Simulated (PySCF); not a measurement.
**C2H7NOSi (SMILES N[Si]1(O)CC1) at 6 levels**

Wanted: a comparison of 6 runs (HF/STO-3G, HF/def2-SVP, PBE/6-31G**, TPSSh/cc-pVDZ, BP86/6-311G**, PBE/def2-TZVP) of C2H7NOSi. The job is set up through a Python script.

Program for the calculation: PySCF 2.14.0.

### Step 1. The structure to begin with

The species is C2H7NOSi (12 atoms), meant as a singlet with charge 0. SMILES: `N[Si]1(O)CC1`. The coordinates come from a PBE0-D4/def2-TZVP relaxation. This is one conformer, not always the lowest.

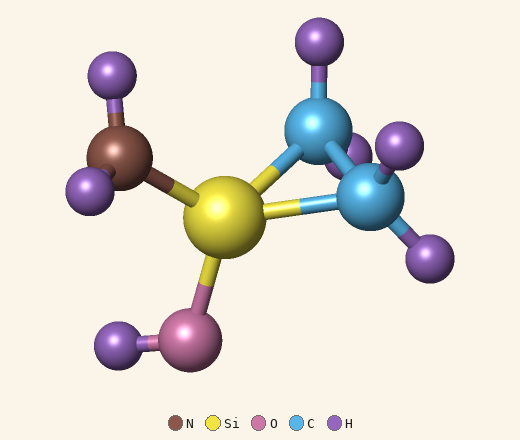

Viewed from a chosen angle; nitrogen brown, silicon yellow, oxygen pink, carbon blue, hydrogen purple.

### Step 2. Energy and gradient at HF/STO-3G (run 1)

geometry.xyz reads:

```xyz
12

N     -1.526600    -0.226600     1.088800
Si     0.054700    -0.215700     0.451700
O      1.088500    -0.992400     1.459500
C      0.802600     1.075400    -0.583000
C      0.278500    -0.220100    -1.352700
H     -1.738500     0.210300     1.971300
H     -2.314600    -0.202800     0.463100
H      0.770000    -1.825800     1.812300
H      0.262900     1.988900    -0.815300
H      1.878900     1.218600    -0.612900
H     -0.543500    -0.047500    -2.042300
H      1.064100    -0.817500    -1.806500
```

input.py reads:

```python
# N[Si]1(O)CC1
from pyscf import gto

molecule = gto.Mole()
molecule.atom = 'geometry.xyz'
molecule.basis = 'sto-3g'
molecule.charge = 0
molecule.max_memory = 1860
molecule.verbose = 4
molecule.spin = 0
molecule.build()

mf = molecule.RHF()
mf.conv_tol = 1e-10
mf.kernel()
if not mf.converged:
    mf = mf.newton().run(mf.mo_coeff, mf.mo_occ)

energy = mf.e_tot
print('E = %.10f Eh' % energy)
grad = mf.nuc_grad_method().kernel()
dip = mf.dip_moment()
pop, q = mf.mulliken_pop()
```

On the command line:

```console
$ OMP_NUM_THREADS=1 python input.py
```

The log of the run:

```text
PySCF version 2.14.0

[... 66 lines left out ...]
converged SCF energy = -492.049569289265
[... 12 lines left out ...]
Dipole moment(X, Y, Z, Debye): -1.80038, -0.31871,  0.75025
[... 49 lines left out ...]
charge of   11H =      0.04475
```

Wall time 2.5 s (1 thread of Intel Xeon at 2.70GHz, shared host); peak memory 0.12 GiB.

### Step 3. Energy and forces at HF/def2-SVP (run 2)

job.py reads:

```python
# N[Si]1(O)CC1
from pyscf import gto, scf

mol = gto.M(
    atom=[
    ('N', (-1.526600, -0.226600, 1.088800)),
    ('Si', (0.054700, -0.215700, 0.451700)),
    ('O', (1.088500, -0.992400, 1.459500)),
    ('C', (0.802600, 1.075400, -0.583000)),
    ('C', (0.278500, -0.220100, -1.352700)),
    ('H', (-1.738500, 0.210300, 1.971300)),
    ('H', (-2.314600, -0.202800, 0.463100)),
    ('H', (0.770000, -1.825800, 1.812300)),
    ('H', (0.262900, 1.988900, -0.815300)),
    ('H', (1.878900, 1.218600, -0.612900)),
    ('H', (-0.543500, -0.047500, -2.042300)),
    ('H', (1.064100, -0.817500, -1.806500)),
],
    verbose=4,
    basis='def2-svp',
    max_memory=1860,
)

mf = scf.RHF(mol)
mf.conv_tol = 1e-10
mf.kernel()
if not mf.converged:
    mf = mf.newton().run(mf.mo_coeff, mf.mo_occ)

etot = mf.e_tot
print(f'total energy: {etot:.8f} hartree')
grad = mf.nuc_grad_method().kernel()
mf.analyze()
```

On the command line:

```console
$ OMP_NUM_THREADS=1 python job.py
```

The log of the run:

```text
PySCF version 2.14.0

[... 98 lines left out ...]
MO #9   energy= -4.24985856741925  occ= 2
[... 19 lines left out ...]
MO #29  energy= 0.225146315060676  occ= 0
[... 19 lines left out ...]
MO #49  energy= 0.885388575128566  occ= 0
[... 19 lines left out ...]
MO #69  energy= 1.5895324740701    occ= 0
[... 19 lines left out ...]
MO #89  energy= 2.48448885564733   occ= 0
[... 19 lines left out ...]
MO #109 energy= 4.10967272850616   occ= 0
[... 124 lines left out ...]
Dipole moment(X, Y, Z, Debye): -2.33782, -0.52098,  0.85177
```

Wall time 15 s (1 thread of Intel Xeon at 2.70GHz, shared host); peak memory 0.25 GiB.

Runs 3 to 5 aren't shown in full; the table further down has their settings and results.

### Step 4. Energy and forces at PBE/def2-TZVP (run 6)

start.xyz reads:

```xyz
12
C2H7NOSi
N     -1.526600    -0.226600     1.088800
Si     0.054700    -0.215700     0.451700
O      1.088500    -0.992400     1.459500
C      0.802600     1.075400    -0.583000
C      0.278500    -0.220100    -1.352700
H     -1.738500     0.210300     1.971300
H     -2.314600    -0.202800     0.463100
H      0.770000    -1.825800     1.812300
H      0.262900     1.988900    -0.815300
H      1.878900     1.218600    -0.612900
H     -0.543500    -0.047500    -2.042300
H      1.064100    -0.817500    -1.806500
```

job.py reads:

```python
# N[Si]1(O)CC1
from pyscf import gto, dft

system = gto.Mole()
system.atom = 'start.xyz'
system.basis = 'def2-tzvp'
system.max_memory = 1860
system.verbose = 4
system.spin = 0
system.build()

mf = dft.RKS(system)
mf.xc = 'pbe'
mf.conv_tol = 1e-10
mf.grids.level = 5
mf.kernel()
if not mf.converged:
    mf = mf.newton().run(mf.mo_coeff, mf.mo_occ)

e_final = mf.e_tot
print('E(%s) = %.9f' % ('PBE', e_final))
grad = mf.nuc_grad_method().kernel()
mf.analyze()
```

On the command line:

```console
$ OMP_NUM_THREADS=1 python job.py
```

The log of the run:

```text
PySCF version 2.14.0

[... 132 lines left out ...]
MO #23  energy= -0.236295978639154 occ= 2
[... 35 lines left out ...]
MO #59  energy= 0.495817864349902  occ= 0
[... 35 lines left out ...]
MO #95  energy= 1.45408211648357   occ= 0
[... 35 lines left out ...]
MO #131 energy= 2.45722014917511   occ= 0
[... 35 lines left out ...]
MO #167 energy= 4.00298634732741   occ= 0
[... 35 lines left out ...]
MO #203 energy= 43.1452178703847   occ= 0
[... 218 lines left out ...]
Dipole moment(X, Y, Z, Debye): -1.97759, -0.37743,  0.60349
```

It took 4 min on 1 thread of Intel Xeon at 2.70GHz, shared host; peak memory 1.7 GiB.

### Step 5. Overview of the runs

| run | level | integration grid | energy (Eh) | dipole moment (D) | HOMO energy (eV) | LUMO energy (eV) | wall time |
| --- | --- | --- | --- | --- | --- | --- | --- |
| 1 | HF/STO-3G | – | -492.049569 | 1.98 | -7.18 | 11.58 | 2.5 s |
| 2 | HF/def2-SVP | – | -497.835296 | 2.54 | -9.31 | 4.25 | 15 s |
| 3 | PBE/6-31G** (spherical functions) | 5 | -499.498114 | 2.16 | -4.85 | 0.48 | 56 s |
| 4 | TPSSh/cc-pVDZ | 5 | -499.943643 | 2.22 | -5.53 | 0.87 | 82 s |
| 5 | BP86/6-311G** | 5 | -500.021273 | 2.24 | -5.23 | -0.06 | 77 s |
| 6 | PBE/def2-TZVP | 5 | -499.627305 | 2.10 | -5.19 | -0.30 | 4 min |

### Step 6. What came out

| quantity | value |
| --- | --- |
| run 6: total energy | -499.62731 Eh |
| run 6: dipole moment | 2.10 D |
| run 6: HOMO energy | -5.19 eV |
| run 6: LUMO energy | -0.30 eV |
| run 6: HOMO–LUMO gap | 4.89 eV |
| run 6: largest force on an atom | 0.642 eV/Å |

What this shows: The dipole moment (its size) runs from 1.98 D (HF/STO-3G) to 2.54 D (HF/def2-SVP). The HOMO–LUMO gap runs from 4.89 eV (PBE/def2-TZVP) to 18.76 eV (HF/STO-3G). The two ends differ in method and basis. Totals of different functionals can't be ranked against each other. In run 1 the basis is minimal, so the values are rough. All runs together took 7.9 min, the longest 4 min.
